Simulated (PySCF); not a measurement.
CHBrF3, charge −1, SMILES `[Br-].FC(F)F`.

PySCF calculation, PBE/def2-SVPD, gas phase; geometry: GFN2-xTB. GFN2-xTB bond lengths at metals and heavier atoms can be off by up to 0.1 Å and shapes distorted, which carries into these values.

Input script:

```python
import numpy as np
from pyscf import gto, scf, dft
from pyscf.scf import atom_ks, atom_hf
from scipy.linalg import block_diag
from pyscf.dispersion import dftd3

def solve(mol, dm0=None, hcore=None):
    mf = (dft.UKS if mol.spin else dft.RKS)(mol, xc='pbe')
    mf.grids.level = 3
    mf = mf.density_fit(auxbasis='def2-universal-jkfit')
    mf.conv_tol, mf.max_cycle = 1e-8, 80
    if hcore is not None:
        mf.get_hcore = lambda *args: hcore
    mf.kernel(dm0)
    if not mf.converged:
        mf = mf.newton().run(mf.mo_coeff, mf.mo_occ, max_cycle=30)
    assert mf.converged, 'SCF not converged'
    return mf

mol = gto.M(atom='''
Br    -1.84755    -0.00033     0.00063
F      2.03647    -0.98857    -0.75774
C      1.53161     0.00176     0.00581
F      2.04672    -0.16852     1.22026
F      2.03506     1.15654    -0.46990
H      0.41031     0.00604     0.00942
''', basis='def2-svpd', charge=-1, spin=0, verbose=4)
mol_a = gto.M(atom='''
Br    -1.84755    -0.00033     0.00063
ghost-F      2.03647    -0.98857    -0.75774
ghost-C      1.53161     0.00176     0.00581
ghost-F      2.04672    -0.16852     1.22026
ghost-F      2.03506     1.15654    -0.46990
ghost-H      0.41031     0.00604     0.00942
''', basis='def2-svpd', charge=-1, spin=0, verbose=4)
mol_b = gto.M(atom='''
ghost-Br    -1.84755    -0.00033     0.00063
F      2.03647    -0.98857    -0.75774
C      1.53161     0.00176     0.00581
F      2.04672    -0.16852     1.22026
F      2.03506     1.15654    -0.46990
H      0.41031     0.00604     0.00942
''', basis='def2-svpd', charge=0, spin=0, verbose=4)
ab, a, b = solve(mol), solve(mol_a), solve(mol_b)
e_int = ab.e_tot - a.e_tot - b.e_tot
print('counterpoise-corrected interaction energy / kcal/mol', e_int * 627.5095)
def disp(atoms, charge):
    m = gto.M(atom=atoms, charge=charge, basis='sto-3g', spin=None, unit='Bohr', verbose=0)
    return dftd3.DFTD3Dispersion(m, xc='pbe', version='d3bj').get_dispersion()['energy']
e_disp = disp(mol._atom, mol.charge) - disp(mol._atom[:1], mol_a.charge) - disp(mol._atom[1:], mol_b.charge)
print('D3(BJ) part / kcal/mol', e_disp * 627.5095)
# spherically averaged free atoms, for the promolecule
atm = atom_ks.get_atm_nrks(mol, xc='pbe')
pro = block_diag(*[(atm[a[0]][2] * atm[a[0]][3]) @ atm[a[0]][2].T for a in mol._atom])
np.savez('result.npz', e_int=e_int, e_disp=e_disp, dm_a=a.make_rdm1(), dm_b=b.make_rdm1(), c=ab.mo_coeff, occ=ab.mo_occ, eps=ab.mo_energy, pro=pro, d=[f.dip_moment(verbose=0) for f in (ab, a, b)])
```

Command:

```sh
OMP_NUM_THREADS=1 python input.py
```

The run took 82 s on 1 thread of Intel(R) Xeon(R) Processor @ 2.50GHz (Skylake/Cascade Lake), with other jobs on the host, peak memory 0.51 GiB.

Partitions, critical points and surface values were worked out afterwards from this run's density.

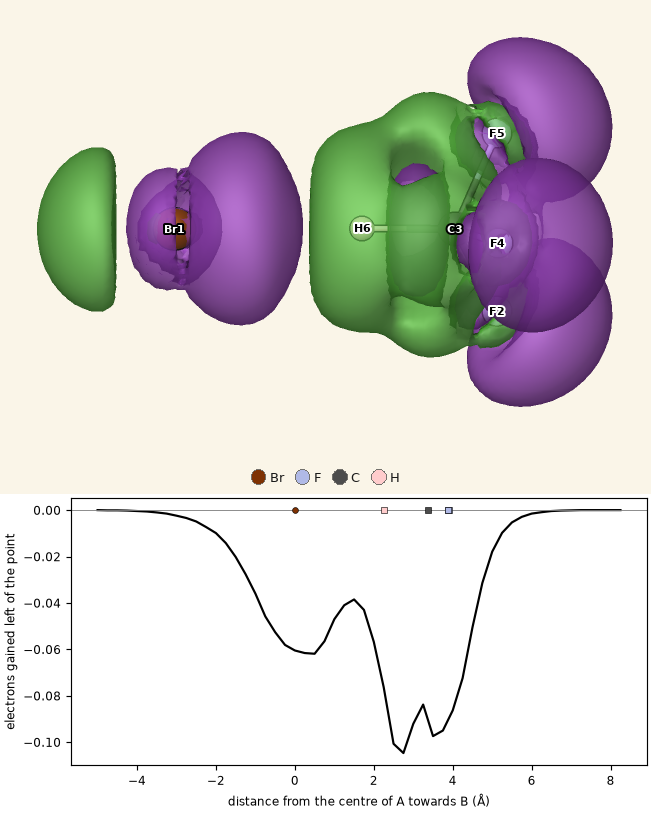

Density of the complex less the densities of the two fragments at the same geometry, ±0.003 e/Å³ (purple: gain, green: loss). Fragment A: Br(−1) (atom 1); fragment B: HCF3. Below: the charge-displacement curve along the line of centres (A on the left).

Which way does charge flow?

Hirshfeld charges show 0.045 e passing from A to B. By Hirshfeld charges, electrons gather most on F2, F4 and F5 alike (−0.026 e) and leave Br1 most (+0.045 e); 0.20 e is displaced in all.

What is the interaction energy, and which contacts carry it?

The counterpoise-corrected interaction energy of the frozen fragments is −13.2 kcal/mol without dispersion correction and −14.0 kcal/mol with D3(BJ). The pair geometry is semi-empirical, not a minimum at this level. Contacts: Br1···H6, weak C–H hydrogen bond, 2.26 Å, ρ = 0.030 a.u. The pose is a local one from a semi-empirical search, not shown to be the most stable.
